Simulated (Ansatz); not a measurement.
```xyz
8

Zn   -0.3880    0.3684    0.0725
F    -0.9488    0.8114   -1.5833
C     0.2005   -0.0935    1.8619
H    -0.2422    0.0735   -3.0234
Cl    0.4367   -0.6116   -3.9430
H    -0.5470   -0.7310    2.3477
H     0.3365    0.8165    2.4572
H     1.1526   -0.6338    1.8107
```

These are results of RKS BLYP/def2-mTZVP (Ansatz 0.2.0), not measurements.

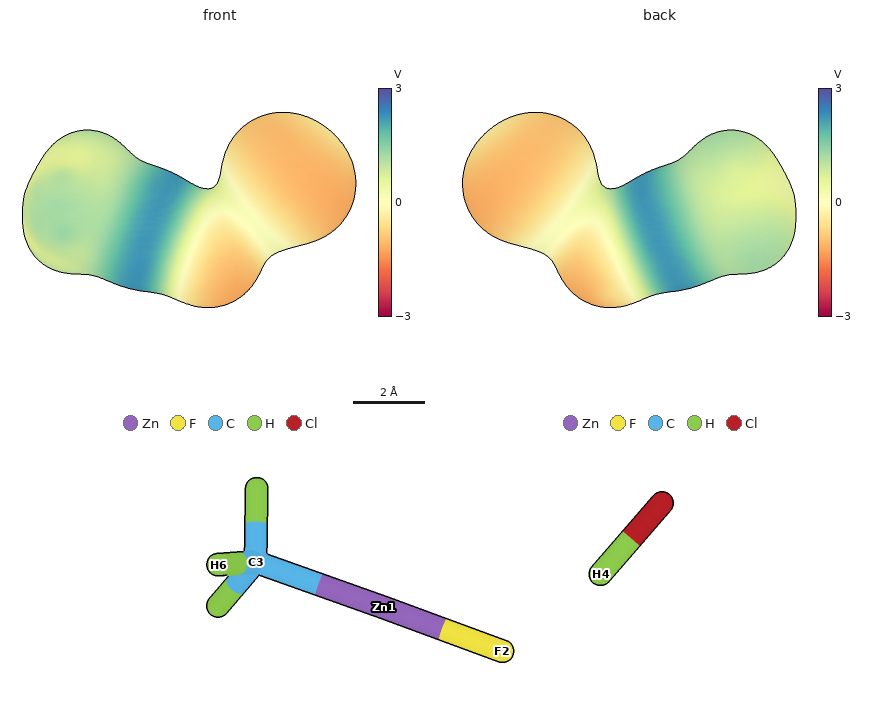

CH$_{3}$FZn···HCl. The electrostatic potential painted on the density surface at 0.002 e/bohr³, seen from the front and from behind; red is negative and blue positive. The bare structure is drawn below in the same view.

> Describe the electrostatic potential map.

The most negative region (about −1.2 V, or −28 kcal/mol for a unit charge) lies over F2 and Cl5, the most positive (about +2.3 V, or +53 kcal/mol for a unit charge) over Zn1.
